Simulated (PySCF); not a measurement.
**AlCl2H (SMILES [Cl][AlH][Cl]): density, localisation and related maps**

Input

```
{"job": {"kind": "sp", "xc": "M06-2X", "basis": "def2-TZVP", "grid": 3}, "charge": 0, "multiplicity": 1}
Cl    -1.781371    -0.943613    -0.005825
Al     0.003737     0.149058    -0.013413
Cl     1.812923    -0.902591     0.016654
H     -0.013379     1.715844    -0.040551
```

Command:

```sh
OMP_NUM_THREADS=1 python redox_run.py task.json out
```

Geometry: PBE0-D3(BJ)/def2-SVP.

Computed with PySCF 2.14.0, density-fitted response routines, DFT single point, gas phase, functional M06-2X.

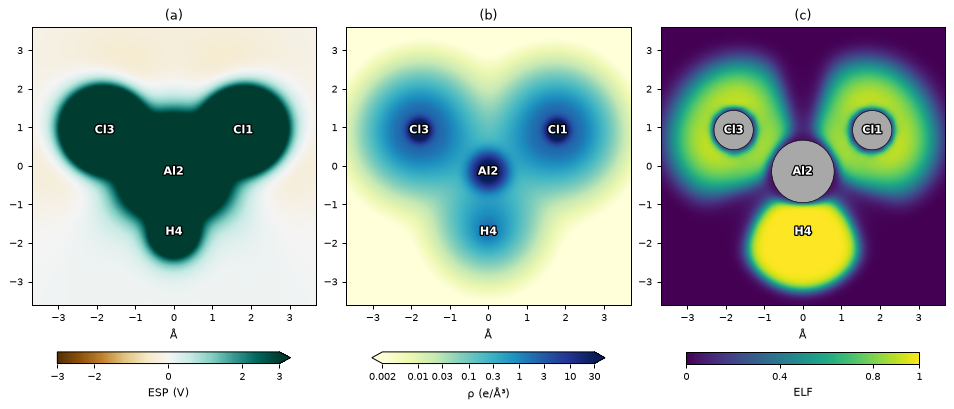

Figure 1. (a) molecular electrostatic potential; (b) electron density; (c) ELF on the molecular plane. Grey discs cover the atomic cores in the ELF map.

Describe what can be read from this map.

The section cuts through Cl, Al and H sites.
Al–Cl (2.09 Å): the density is about 0.74 e/Å³ at the midpoint; the ELF peaks at about 0.85 in the valence shell of Cl, 0.9 Å from its nucleus, and is about 0.80 at the midpoint.
Al–H (1.57 Å): ρ is about 0.58 e/Å³ halfway; the ELF climbs to about 1 towards the hydrogen.
The ELF also peaks beside Cl3 and Cl1, away from the bonds: lone-pair regions.
Outside the dense part of the molecule the potential is most negative (−0.4 V) near Cl1 and Cl3.

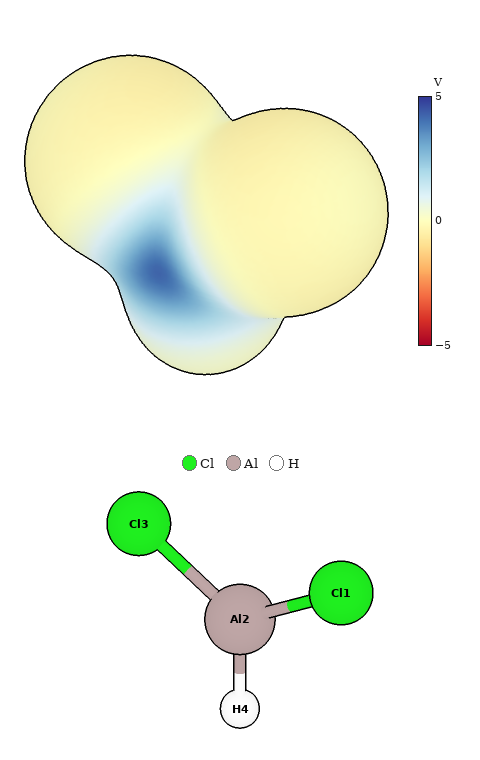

Figure 2. The electrostatic potential painted on the density surface at 0.002 e/bohr³, seen at a tilt; the colour scale runs from red (negative) to blue (positive). The bare structure is drawn below in the same view.

Describe the electrostatic potential map.

The most negative region (about −0.4 V) lies over Cl1 and Cl3, the most positive (about +4.1 V) over Al2.

How polar is the molecule by this calculation?

Its dipole moment is 1.17 D.
